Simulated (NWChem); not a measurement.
# the pair BNH3Cl···C2H2: a chain of runs

We compute the energy (singlet C2H5BClN, MP2/6-31G*), then a single-point energy (singlet BNH3Cl, MP2/6-31G*), then the energy (singlet C2H2, MP2/6-31G*), then a single-point energy (singlet BNH3Cl, MP2/6-31G*), then a single-point energy (singlet C2H2, MP2/6-31G*) of C2H5BClN and its partners. 

The results are computed with NWChem 7.3.0.

## 1. The molecule

C2H5BClN: 10 atoms, total charge 0, spin state singlet. The two molecules were placed rigidly side by side, at 1.1 times their contact distance; the pair isn't optimised.

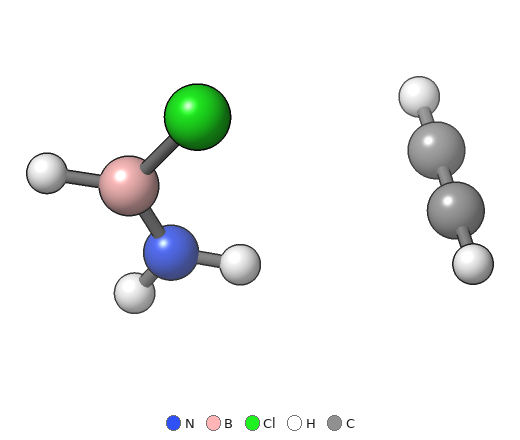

Viewed from a chosen angle; nitrogen blue, boron pink, chlorine green, hydrogen white, carbon grey.

## 2. A single-point energy at MP2/6-31G(d) (spherical functions) (run 1)

c2h5bcln.nw reads:

```
start c2h5bcln
title "C2H5BClN"
memory total 2200 mb
geometry noautosym nocenter noautoz
  N       -0.402650       0.002880      -0.650330
  B        0.362550      -0.148220       0.491370
  Cl       0.522850       1.199980       1.623670
  H       -0.518850      -0.738620      -1.318930
  H       -0.885650       0.855180      -0.880530
  H        0.921750      -1.171220       0.734770
  C       -3.295810       2.771510       0.393390
  C       -2.616650       3.473000      -0.299070
  H       -3.899930       2.147480       1.009310
  H       -2.012530       4.097030      -0.914990
end
basis "ao basis" spherical bse
  * library 6-31G*
end
scf
  thresh 1e-08
  maxiter 80
  print low
end
mp2
  freeze core 9
  tight
end
task mp2 energy
```

Launch:

```
$ nwchem c2h5bcln.nw > c2h5bcln.out
```

What it wrote:

```text
[...]
  functions       =    84
[...]
  wavefunction    = RHF
[...]
         Total SCF energy =   -617.264365721211
      One-electron energy =  -1174.599478743003
      Two-electron energy =    392.911589731884
 Nuclear repulsion energy =    164.423523289908
        Time for solution =     10.9s
[...]
          Total MP2 energy          -617.877242889408
[...]
```

Wall time 14 s (1 thread of Intel Xeon Platinum 8488C (Sapphire Rapids), shared host); peak memory 0.21 GiB.

## 3. BNH3Cl: the energy at MP2/6-31G(d) (spherical functions) (run 2)

mol.nw reads:

```
START mol
memory stack 880 mb heap 220 mb global 1100 mb
charge 0

GEOMETRY units au noautosym nocenter noautoz
  N   -0.76089822   0.00544241  -1.22894559
  B    0.68512021  -0.28009521   0.92855473
  Cl   0.98804330   2.26763356   3.06829162
  H   -0.98048440  -1.39578951  -2.49241648
  H   -1.67363594   1.61605599  -1.66396054
  H    1.74185506  -2.21328503   1.38851406
END

BASIS spherical bse
  * library 6-31G*
END

SCF
  nopen 0
  rhf
  thresh 1e-08
  maxiter 80
  print low
END

MP2
  freeze core 7
  tight
END

TASK mp2 energy
```

Launch:

```
$ nwchem mol.nw > mol.out
```

What it wrote:

```text
[...]
  functions       =    52
[...]
  wavefunction    = RHF
[...]
         Total SCF energy =   -540.446105826457
      One-electron energy =   -914.268290117924
      Two-electron energy =    288.424030791467
 Nuclear repulsion energy =     85.398153500000
        Time for solution =      3.6s
[...]
          Total MP2 energy          -540.812223533206
[...]
```

Wall time 5.1 s (1 thread of Intel Xeon Platinum 8488C (Sapphire Rapids), shared host); peak memory 0.11 GiB.

## 4. C2H2: a single-point energy at MP2/6-31G(d) (spherical functions) (run 3)

job.nw reads:

```
echo
start job
title "C2H2"
memory total 2200 mb
geometry units atomic noautosym nocenter noautoz
 C  -6.22817826  5.23739485  0.74339936
 C  -4.94475186  6.56301883 -0.56516039
 H  -7.36979961  4.05814906  1.90731947
 H  -3.80313052  7.74226462 -1.72908051
end
basis spherical bse
 * library 6-31G*
end
scf
 singlet
 rhf
 thresh 1e-08
 maxiter 80
 print low
end
mp2
 freeze core 2
 tight
end
task mp2
```

Launch:

```
$ nwchem job.nw > job.out
```

What it wrote:

```text
[...]
  functions       =    32
[...]
  wavefunction    = RHF
[...]
         Total SCF energy =    -76.816923191637
      One-electron energy =   -151.880603747176
      Two-electron energy =     50.218282465317
 Nuclear repulsion energy =     24.845398090222
        Time for solution =      0.4s
[...]
          Total MP2 energy           -77.062780092424
[...]
```

It took 1.1 s on 1 thread of Intel Xeon Platinum 8488C (Sapphire Rapids), shared host; peak memory 0.096 GiB.

## 5. BNH3Cl among ghost functions: a single-point energy at MP2/6-31G(d) (spherical functions, with ghost functions) (run 4)

job.nw reads:

```
start job
title "BClH3N energy"
memory total 2200 mb

geometry units angstrom noautosym nocenter noautoz
  N    -0.402650    0.002880   -0.650330
  B     0.362550   -0.148220    0.491370
  Cl    0.522850    1.199980    1.623670
  H    -0.518850   -0.738620   -1.318930
  H    -0.885650    0.855180   -0.880530
  H     0.921750   -1.171220    0.734770
  bqC     -3.295810     2.771510     0.393390
  bqC     -2.616650     3.473000    -0.299070
  bqH     -3.899930     2.147480     1.009310
  bqH     -2.012530     4.097030    -0.914990
end

basis spherical bse
  N library 6-31G*
  B library 6-31G*
  Cl library 6-31G*
  H library 6-31G*
  bqC library C 6-31G*
  bqH library H 6-31G*
end

scf
  thresh 1e-08
  maxiter 80
  print low
end

mp2
  freeze core 7
  tight
end

task mp2 energy
```

Launch:

```
$ nwchem job.nw > job.out
```

What it wrote:

```text
[...]
  functions       =    84
[...]
  wavefunction    = RHF
[...]
         Total SCF energy =   -540.446280736131
      One-electron energy =   -914.262881253750
      Two-electron energy =    288.418440794361
 Nuclear repulsion energy =     85.398159723258
        Time for solution =      8.3s
[...]
          Total MP2 energy          -540.812488886122
[...]
```

Run time: 11 s. Hardware: 1 thread of Intel Xeon Platinum 8488C (Sapphire Rapids), shared host; peak memory 0.18 GiB.

## 6. C2H2 among ghost functions: a single-point energy at MP2/6-31G(d) (spherical functions, with ghost functions) (run 5)

mymol.nw reads:

```
START mymol
memory stack 880 mb heap 220 mb global 1100 mb
GEOMETRY units angstroms noautosym nocenter noautoz
  C       -3.295810       2.771510       0.393390
  C       -2.616650       3.473000      -0.299070
  H       -3.899930       2.147480       1.009310
  H       -2.012530       4.097030      -0.914990
  bqN     -0.402650     0.002880    -0.650330
  bqB      0.362550    -0.148220     0.491370
  bqCl     0.522850     1.199980     1.623670
  bqH     -0.518850    -0.738620    -1.318930
  bqH     -0.885650     0.855180    -0.880530
  bqH      0.921750    -1.171220     0.734770
END
BASIS "ao basis" spherical bse
  C library 6-31G*
  H library 6-31G*
  bqN library N 6-31G*
  bqB library B 6-31G*
  bqCl library Cl 6-31G*
  bqH library H 6-31G*
END
SCF
  thresh 1e-08
  maxiter 80
  noprint "final vectors analysis"
END
MP2
  freeze core 2
  tight
END
TASK mp2 energy
```

Launch:

```
$ nwchem mymol.nw > mymol.out
```

What it wrote:

```text
[...]
  functions       =    84
[...]
  wavefunction    = RHF
[...]
         Total SCF energy =    -76.817684237101
      One-electron energy =   -151.863099079447
      Two-electron energy =     50.200014956873
 Nuclear repulsion energy =     24.845399885473
        Time for solution =      6.4s
[...]
          Total MP2 energy           -77.063598269677
[...]
```

Run time: 9 s. Hardware: 1 thread of Intel Xeon Platinum 8488C (Sapphire Rapids), shared host; peak memory 0.15 GiB.

## 7. What came out

```
                                                                                                                  quantity          value
                                                                                           run 1, MP2/6-31G*: total energy  -617.87724 Eh
                                                            run 1, MP2/6-31G*: correlation energy (9 core orbitals frozen)     -612.9 mEh
                                                                                                      BNH3Cl: total energy  -540.81222 Eh
                                                                       BNH3Cl: correlation energy (7 core orbitals frozen)     -366.1 mEh
                                                                                                        C2H2: total energy   -77.06278 Eh
                                                                         C2H2: correlation energy (2 core orbitals frozen)     -245.9 mEh
                                                                                BNH3Cl among ghost functions: total energy  -540.81249 Eh
                                                 BNH3Cl among ghost functions: correlation energy (7 core orbitals frozen)     -366.2 mEh
                                                                                  C2H2 among ghost functions: total energy   -77.06360 Eh
                                                   C2H2 among ghost functions: correlation energy (2 core orbitals frozen)     -245.9 mEh
              interaction energy of the rigid parts BNH3Cl and C2H2 (parts in their own basis; closest atoms 3.19 Å apart)      -0.061 eV
interaction energy of the rigid parts BNH3Cl and C2H2 (parts in the whole basis, counterpoise; closest atoms 3.19 Å apart)      -0.031 eV
```

In words: The interaction energy of the rigid parts BNH3Cl and C2H2 (parts in their own basis; closest atoms 3.19 Å apart) is −0.06 eV (−5.9 kJ/mol): the parts attract. Without counterpoise this holds the superposition error of the basis. The interaction energy of the rigid parts BNH3Cl and C2H2 (parts in the whole basis, counterpoise; closest atoms 3.19 Å apart) is −0.03 eV (−0.7 kcal/mol): the parts attract. The basis-set superposition error is 2.8 kJ/mol.
